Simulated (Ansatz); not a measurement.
C₂H₇Cl₂GaO

The calculation's input:

```
crystal:
  periodic: [false, false, false]
  atoms:
    - {symbol: C, position_ang: [0.578480, 0.140375, -1.778839]}
    - {symbol: O, position_ang: [-0.429389, 0.786718, -1.000532]}
    - {symbol: Ga, position_ang: [-0.648740, 0.564231, 1.070515]}
    - {symbol: C, position_ang: [0.380954, -1.031168, 1.533778]}
    - {symbol: Cl, position_ang: [0.000101, 2.514202, 1.735829]}
    - {symbol: Cl, position_ang: [-2.816031, 0.407923, 0.801800]}
    - {symbol: H, position_ang: [0.461634, -0.945129, -1.755217]}
    - {symbol: H, position_ang: [0.537312, 0.503464, -2.806256]}
    - {symbol: H, position_ang: [1.536165, 0.414444, -1.341113]}
    - {symbol: H, position_ang: [-1.313871, 0.628492, -1.355602]}
    - {symbol: H, position_ang: [0.028395, -1.899460, 0.974813]}
    - {symbol: H, position_ang: [0.261774, -1.239728, 2.598374]}
    - {symbol: H, position_ang: [1.443715, -0.879165, 1.337453]}
basis:
  gaussian: {orbitals: def2-TZVPP}
hamiltonian: {xc: pbe0, dispersion: d4}
output: {orbitals: {seedname: orbitals}}
```

Launched as:

```sh
ansatz run in.yaml --threads 4 --pin off --events-out ev --progress --plain --max-ram 11315MiB
```

Geometry: PBE0-D4/def2-TZVP.

All numbers below come from RKS PBE0-D4/def2-TZVPP in Ansatz 0.2.0.

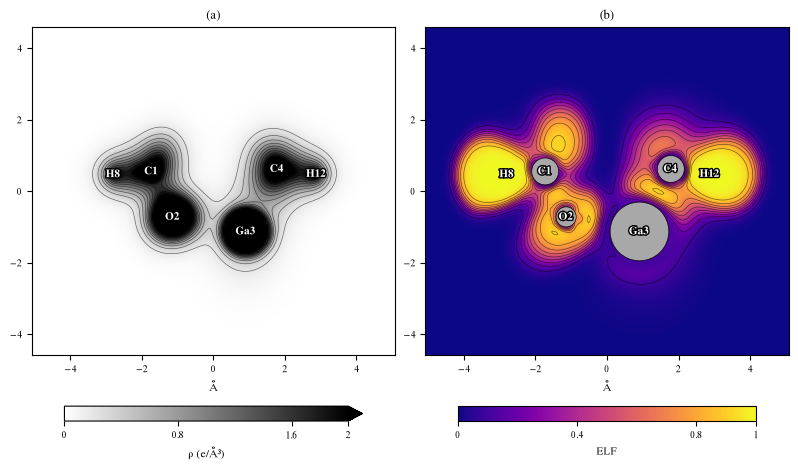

Figure 1. (a) total electron density; (b) ELF on the plane of atoms Ga3, C4 and H12. Grey discs cover the atomic cores in the ELF map.

Read the bonding off the picture.

Answer. Atoms in the plane: C, O, Ga and H.
C–O (1.43 Å): the density is about 2 e/Å³ at the midpoint, with its minimum of 1.6 e/Å³ about 0.5 Å from C; the ELF peaks at about 0.90 between the atoms (a shared but strongly polarised pair).
C–Ga (1.95 Å): the density is about 0.8 e/Å³ at the midpoint; the ELF peaks at about 0.90 in the valence shell of C, 0.7 Å from its nucleus, and is about 0.55 at the midpoint.
Ga–O (2.09 Å): ρ at the midpoint is about 0.43 e/Å³; the ELF peaks at about 0.90 in the valence shell of O, 0.6 Å from its nucleus, and is about 0.20 at the midpoint.
C–H (1.09 Å): the density is about 2.1 e/Å³ at the midpoint; the ELF climbs to about 1 towards the hydrogen, as it does in any bond to H: a covalent bond by its length.
The ELF also peaks beside O2, away from the bonds: lone-pair regions.

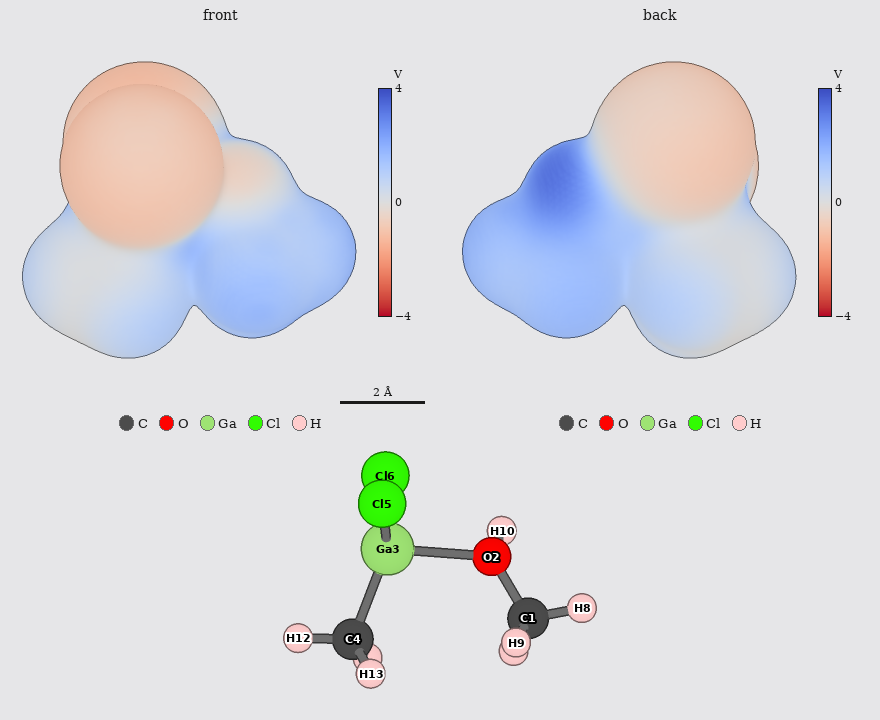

Figure 2. The electrostatic potential painted on the density surface at 0.002 e/bohr³, seen from the front and from behind; the colour scale runs from red (negative) to blue (positive). The bare structure is drawn below in the same view.

Which sites attract a positive test charge, and which a negative one?

Answer. A positive charge is drawn to the negative regions and a negative charge to the positive ones. The most negative region (about −1.2 V) lies over Cl5, the most positive (about +3.2 V) over H10.

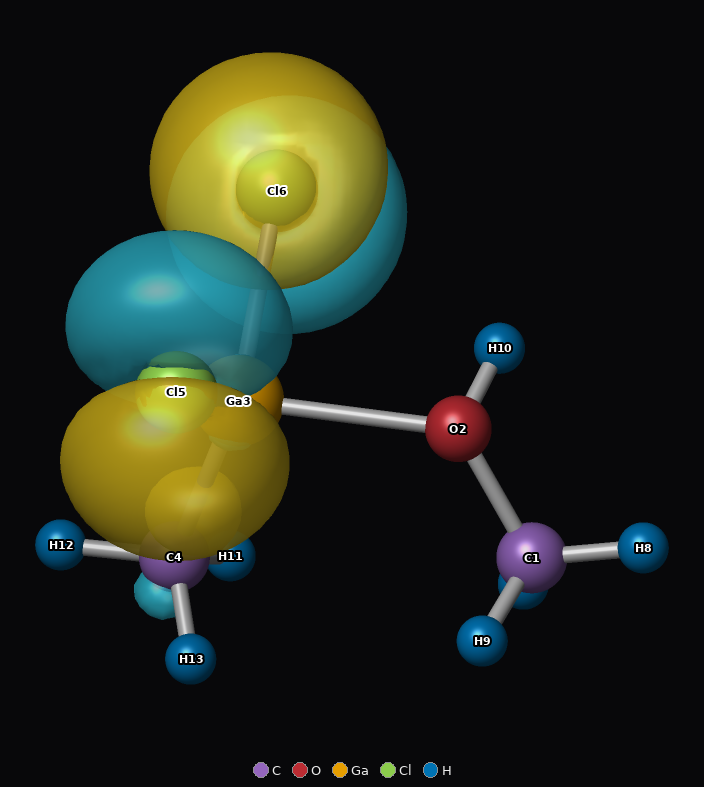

Figure 3. The HOMO−1 at ±0.1 Å⁻³ᐟ² (yellow and cyan are the two phases), seen at a tilt.

What is the character of this orbital?

Answer. By Hirshfeld shares it lies mainly on Cl6 (about 50 %) and Cl5 (about 40 %); largely a combination of lone pairs on Cl6 and Cl5. Its energy is −8.32 eV.
